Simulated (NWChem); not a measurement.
# AlHBrF (SMILES [F][AlH][Br]): B3LYP/def2-TZVP

Aim: the vertical ionisation energy of AlHBrF at B3LYP/def2-TZVP, from 2 runs. 

The calculation is run with NWChem 7.3.0.

### Step 1. The system as given

AlHBrF has 4 atoms, charge 0, and is taken as a singlet. SMILES: `[F][AlH][Br]`. The shape is that of a PBE0-D4/def2-TZVP optimisation.

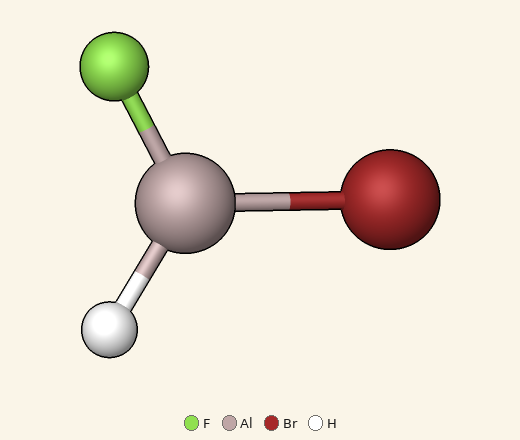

The structure, seen from a chosen angle (fluorine green, aluminium light grey, bromine red, hydrogen white).

### Step 2. A single-point energy at B3LYP/def2-TZVP

run.nw reads:

```
echo
start run
title "AlBrFH"
memory stack 880 mb heap 220 mb global 1100 mb
charge 0

geometry units angstrom noautosym nocenter noautoz
  F      0.779100    -0.805100     1.280100
  Al     0.132300     0.076200     0.056400
  Br    -1.566600    -0.822700    -1.088000
  H      0.710500     1.491300    -0.268800
end

basis spherical bse
  F library def2-TZVP
  Al library def2-TZVP
  Br library def2-TZVP
  H library def2-TZVP
end

dft
  xc b3lyp
  grid fine
  convergence energy 1e-08
  iterations 100
  mulliken
  print low
end

task dft energy
```

The run is started by

```bash
$ nwchem run.nw > run.out
```

The program printed:

```text
[...]
 d= 0,ls=0.0,diis     1  -2917.1922165789 -3.12D+03  7.59D-03  1.25D+00     4.3
[...]
 d= 0,ls=0.0,diis     8  -2917.2739935753  4.08D-09  2.87D-06  7.75D-07    24.7
         Total DFT energy =    -2917.273993575340
      One electron energy =    -4472.798520990199
           Coulomb energy =     1469.467229661651
    Exchange-Corr. energy =     -120.971318086927
 Nuclear repulsion energy =      207.028615840135
[...]
      Total Density - Mulliken Population Analysis
     ---------------------------------------------
    Atom       Charge   Shell Charges
 -----------   ------   -------------------------------------------------------
    1 F    9     9.33   0.77  1.20  0.61  0.97  0.34  2.29  2.13  1.01  0.00  0.01  0.00
    2 Al  13    12.37   2.00  0.63  1.34  0.78  0.15  2.95  2.19  0.89  0.81  0.16  0.22  0.15  0.08
    3 Br  35    35.22   2.00  2.01  1.16  0.78  1.07  0.90  6.00  5.92  1.38  2.66  1.33  8.94  1.02  0.03  0.02  0.00
    4 H    1     1.08   0.24  0.52  0.32  0.01
[...]
```

It took 26 s on 1 thread of AMD EPYC 9R14 (Zen 4), shared host; peak memory 0.12 GiB.

### Step 3. The doublet cation at the same level

m1.nw reads:

```
start m1
title "AlBrFH"
memory stack 880 mb heap 220 mb global 1100 mb
charge 1

geometry units atomic noautosym nocenter noautoz
 F      1.47228562    -1.52141850     2.41903841
 Al     0.25001077     0.14399713     0.10658055
 Br    -2.96044495    -1.55467768    -2.05602202
 H      1.34265041     2.81814857    -0.50795838
end

basis spherical bse
 * library def2-TZVP
end

dft
 xc b3lyp
 mult 2
 grid fine
 convergence energy 1e-08
 maxiter 100
 mulliken
 noprint "final vectors analysis"
end

task dft energy
```

The run is started by

```bash
$ nwchem m1.nw > m1.out
```

The program printed:

```text
[...]
          Wavefunction type:  spin polarized.
          No. of atoms     :     4
          No. of electrons :    57
[...]
          Charge           :     1
          Spin multiplicity:     2
[...]
          AO basis - number of functions:   122
[...]
              XC Information
              --------------
                         B3LYP Method XC Potential
                     Hartree-Fock (Exact) Exchange  0.200
                        Slater Exchange Functional  0.800 local
                    Becke 1988 Exchange Functional  0.720 non-local
              Lee-Yang-Parr Correlation Functional  0.810
                  VWN I RPA Correlation Functional  0.190 local
[...]
 d= 0,ls=0.0,diis     1  -2916.3197258656 -3.12D+03  1.19D-02  2.65D+00     4.8
[...]
 d= 0,ls=0.0,diis    16  -2916.8581710363 -4.24D-09  3.33D-07  1.39D-09    56.6
[...]
         Total DFT energy =    -2916.858171036345
      One electron energy =    -4456.833893406253
           Coulomb energy =     1453.599423569795
    Exchange-Corr. energy =     -120.652302217516
 Nuclear repulsion energy =      207.028601017629
[...]
      Total Density - Mulliken Population Analysis
     ---------------------------------------------
    Atom       Charge   Shell Charges
 -----------   ------   -------------------------------------------------------
    1 F    9     9.23   0.77  1.20  0.61  0.98  0.33  2.28  2.12  0.93  0.00  0.01  0.00
    2 Al  13    12.24   2.00  0.63  1.34  0.80  0.10  2.95  2.19  0.89  0.83  0.09  0.21  0.12  0.09
    3 Br  35    34.61   2.00  2.01  1.16  0.78  1.14  0.88  6.00  5.92  1.32  2.56  0.83  8.95  1.02  0.03  0.03  0.00
    4 H    1     0.91   0.22  0.49  0.19  0.01
[...]
      <S2> =      0.7566 (Exact =     0.7500)
[...]
```

Run time: 57 s. Hardware: 1 thread of AMD EPYC 9R14 (Zen 4), shared host; peak memory 0.12 GiB.

### Step 4. Outcome

At B3LYP/def2-TZVP:

| quantity | value |
| --- | --- |
| singlet AlHBrF: total energy | -2917.27399 Eh |
| doublet cation: total energy | -2916.85817 Eh |
| doublet cation: ⟨S²⟩ | 0.757 |
| vertical ionisation energy (to the doublet cation) | 11.315 eV |

What this shows: Removing an electron at fixed nuclei costs 11.32 eV (1092 kJ/mol). Mulliken charges (doublet cation) run from -0.23 on F1 to +0.76 on Al2; they depend strongly on the basis.
